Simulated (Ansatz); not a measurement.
Consider CoSi3.

```xyz
8
Lattice="7.4521 0.0000 0.0000 -3.7260 6.4537 0.0000 0.0000 0.0000 2.6027" Properties=species:S:1:pos:R:3 pbc="T T T"
Co    0.0000    4.3025    0.0000
Co    3.7261    2.1512    0.0000
Si    5.3715    1.2012    1.3013
Si    3.7260    4.0513    1.3013
Si    2.0805    1.2012    1.3013
Si   -1.6455    5.2525    1.3013
Si    0.0000    2.4024    1.3013
Si    1.6455    5.2525    1.3013
```

Space group P6/mmm; a structure generated by program, which may or may not match a known phase; computed without spin polarisation.

Level of theory: DFT PBE, scalar-relativistic, plane waves, PAW in Ansatz 0.2.0.

What will maps of the valence pseudo-density and electron localisation function show?

Co–Si (2.30 Å): ρ at the midpoint is about 0.5 e/Å³; the ELF peaks at about 0.75 in the valence shell of Si, 0.9 Å from its nucleus, and is about 0.50 at the midpoint.

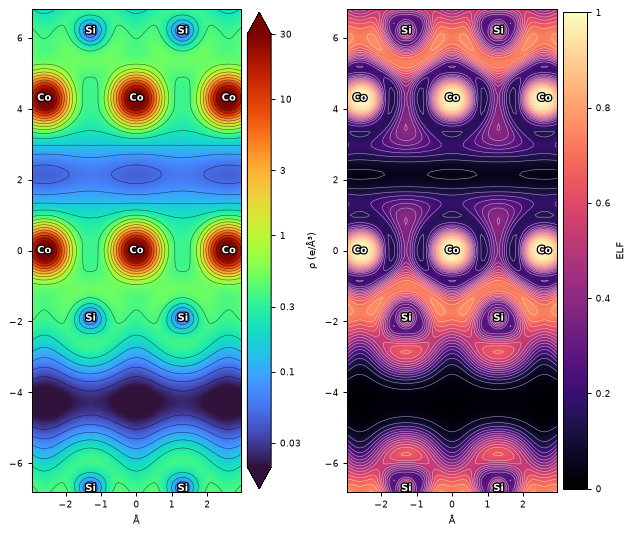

Computed valence pseudo-density and electron localisation function on the (110) plane of the conventional cell, in this order. 

The density is the valence pseudo-density of a PAW calculation; it isn't the true density close to the nuclei.
